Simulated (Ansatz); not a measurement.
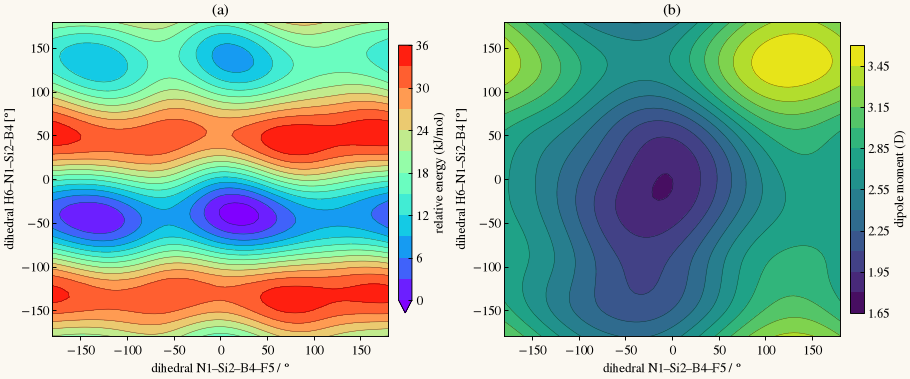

BClFH4NSi, SMILES N[SiH](Cl)BF. 
- Coordinates scanned: (1) dihedral N1–Si2–B4–F5; (2) dihedral H6–N1–Si2–B4.
- Nothing is relaxed (all other coordinates rigid).
- Grid: 12 × 12 points.
- Points are written as (first, second).
- Energies: kJ/mol, counted from the lowest grid point.
- Theory: RKS PBE0-D4/def2-SVP (Ansatz).

Panel (a) is the energy; panel (b) is the computed dipole moment, in D.

In the figure: filled contours. Between grid points the surface is interpolated.

How does the dipole moment vary over the map, and what is it at the lowest grid point?

Leaving out the highest fifth of the energies, it runs from 1.80 D at (0°, 0°) to 3.54 D at (120°, 120°). At the lowest grid point, (30°, −30°), it is 2.00 D.
